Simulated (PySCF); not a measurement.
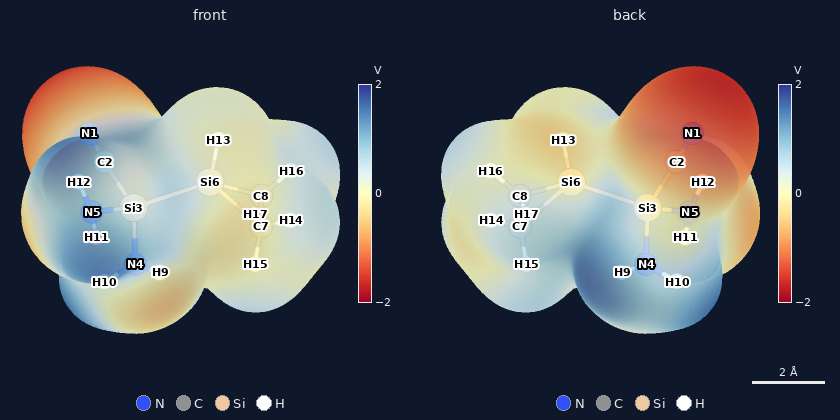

Figure. C3H9N3Si2 (SMILES N#C[Si](N)(N)[SiH]1CC1). The electrostatic potential painted on the density surface at 0.001 e/bohr³, seen from the front and from behind; red is negative and blue positive.

Geometry: GFN2-xTB.

Theory: PBE0/def2-SVPD, SCF density, gas phase in PySCF.

```xyz
17

N    -1.6610    0.6332   -3.3110
C    -1.5012    0.5521   -2.1792
Si   -1.1480    0.3844   -0.3370
N    -1.7093   -1.0918    0.3451
N    -2.2138    1.5733    0.3140
Si    1.1176    0.5791   -0.0211
C     2.0146   -0.4937    1.2534
C     2.2629   -0.9143   -0.1947
H    -1.1905   -1.9409    0.1990
H    -2.6988   -1.2813    0.3625
H    -2.3248    1.6336    1.3126
H    -2.2354    2.4925   -0.0943
H     1.8053    1.8506   -0.2643
H     2.8737   -0.1072    1.7823
H     1.4616   -1.1963    1.8611
H     3.2728   -0.7829   -0.5544
H     1.8676   -1.8784   -0.4840
```

Question: Where is the surface potential most negative and most positive?

Answer: The most negative region (about −1.7 V) lies over N1, the most positive (about +1.6 V) over H9. N1 is the likeliest acceptor of a hydrogen bond.
